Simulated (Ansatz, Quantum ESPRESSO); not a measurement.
# 2H-MoTe2, 1 layer: the gap on the mesh at a withheld member of a series

How the rows were computed: Quantum ESPRESSO 7.5, PBE, SG15 norm-conserving. Cell and atoms are relaxed under PBE (GBRV files) and held. Screened hybrids with norm-conserving files, screening 0.106 per bohr, fixed occupations, a 9×9×1 mesh with exchange on 3×3×1 q points. Levels count from the potential in the middle of the vacuum. The series steps the share of short-range exact exchange (0.25 is HSE06, 0 is PBE).

| share of short-range exact exchange | gap on the mesh (eV) |
| --- | --- |
| 0 | 1.064 |
| 0.1 | 1.288 |
| 0.15 | 1.407 |
| 0.2 | 1.532 |
| 0.25 | 1.665 |
| 0.4 | 2.099 |

**Question.** What is the gap on the mesh at 0.3?

**Fit.** The rows at 0.25 and 0.4 give a slope of (2.099 − (1.665))/(0.4 − (0.25)) = 2.893, so a straight line gives 1.810 eV. A parabola through these and the row at 0.2 gives 1.804 eV.

**The withheld run.** 1.807 eV. The line misses by +0.003 and the parabola by −0.003 eV. Both misses are under 5 % of the step from the nearer row.

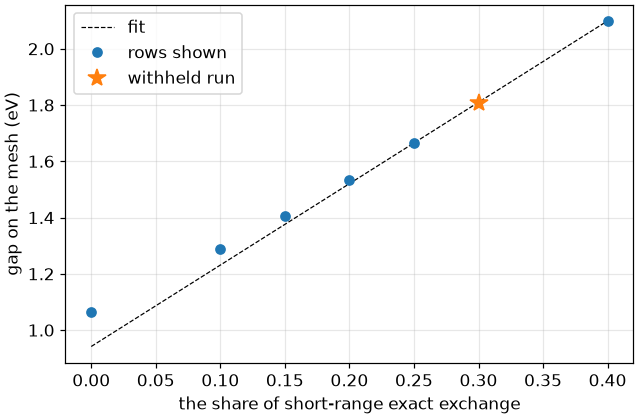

The rows shown, the fit and the withheld run.

**Limits.** Gaps are those of the mesh; no spin-orbit coupling; the q mesh was not tested; the geometry stays that of PBE.
